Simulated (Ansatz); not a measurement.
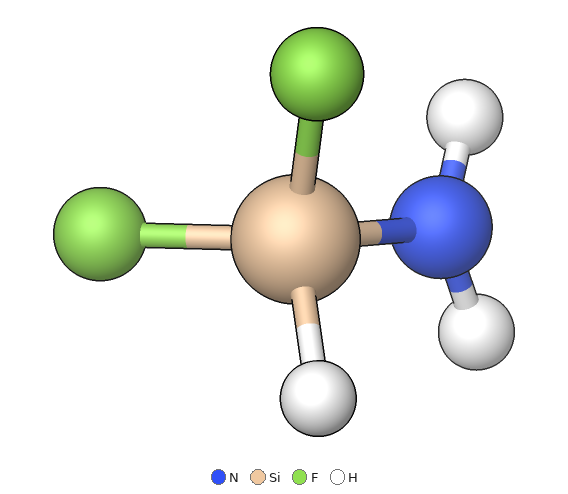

The picture shows the input geometry.

The calculation was set up as follows.

```yaml
crystal:
  periodic: [false, false, false]
  atoms:
    - {symbol: N, position_ang: [-0.499292, 0.899307, -0.153994]}
    - {symbol: Si, position_ang: [0.397241, -0.509314, 0.062312]}
    - {symbol: F, position_ang: [0.976348, -0.503222, 1.539114]}
    - {symbol: F, position_ang: [-0.444964, -1.855327, -0.031935]}
    - {symbol: H, position_ang: [-0.711420, 1.250252, -1.072541]}
    - {symbol: H, position_ang: [-1.130062, 1.253869, 0.545680]}
    - {symbol: H, position_ang: [1.473349, -0.603566, -0.934436]}
basis:
  gaussian: {orbitals: "6-31++G**"}
magnetization: {spin_polarized: true, initial_magnetization: 2}
hamiltonian: {xc: {name: BLYP}, dispersion: d3bjatm}
output: {forces: true}
```

It was started with:

```sh
ansatz run in.yaml --threads 2 --pin off --events-out ev --progress --plain --max-ram 22528MiB --backend cpu
```

What the program printed:

```
Functional definition: BLYP
  name "BLYP"
  cite "Becke, Phys. Rev. A 38, 3098 (1988) doi:10.1103/PhysRevA.38.3098"
  cite "Lee, Yang & Parr, Phys. Rev. B 37, 785 (1988) doi:10.1103/PhysRevB.37.785"
  parameter beta = 0.0042
  parameter a = 0.04918
  parameter b = 0.132
  parameter c = 0.2533
  parameter d = 0.349
  exchange = b88_x(beta = beta)
  correlation = lyp_c(a = a, b = b, c = c, d = d)
927 factors; their error is unknown
mean field evaluation 1: about -14829.5823 eV, gradient 6.1e1 eV
mean field evaluation 2: about -14755.6122 eV, gradient 1.2e2 eV
mean field evaluation 4: about -14836.3446 eV, gradient 4.2e1 eV
mean field evaluation 8: about -14846.9911 eV, gradient 3.5e0 eV
mean field evaluation 16: about -14847.0404 eV, gradient 7.4e-3 eV
mean field evaluation 32: about -14844.3787 eV, gradient 4.3e0 eV
mean field -14847.04043901 eV, -545.6186724482 hartree, gradient 1.6e-5 eV, S^2 2.001920; 4 other end points of the search recorded, 0 dependent functions left out
the calculation of the forces begins
reference -14847.04079422 eV, -545.6186855018 hartree; 22, 20 occupied and 76, 78 virtual orbitals, 927 factors
Total energy: -14847.26632733 eV, -545.6269736907 hartree
Atom 0 at    -0.499292     0.899307    -0.153994 Å, force    -0.870127     0.716531     0.105868 eV/Å
Atom 1 at     0.397241    -0.509314     0.062312 Å, force     3.113088    -2.966843    -0.564526 eV/Å
Atom 2 at     0.976348    -0.503222     1.539114 Å, force     0.572398     0.337218     1.198805 eV/Å
Atom 3 at    -0.444964    -1.855327    -0.031935 Å, force    -1.096516    -0.841194    -0.246119 eV/Å
Atom 4 at    -0.711420     1.250252    -1.072541 Å, force    -0.356534     1.301692    -2.739866 eV/Å
Atom 5 at    -1.130062     1.253869     0.545680 Å, force    -1.602598     1.384068     2.202346 eV/Å
Atom 6 at     1.473349    -0.603566    -0.934436 Å, force     0.240288     0.068528     0.043491 eV/Å
Dipole moment:     0.443759    -0.219921    -0.064230 e Å
```

Self-consistency was reached.

The spin state was imposed, and no run here compares it with a lower spin, which may lie lower.
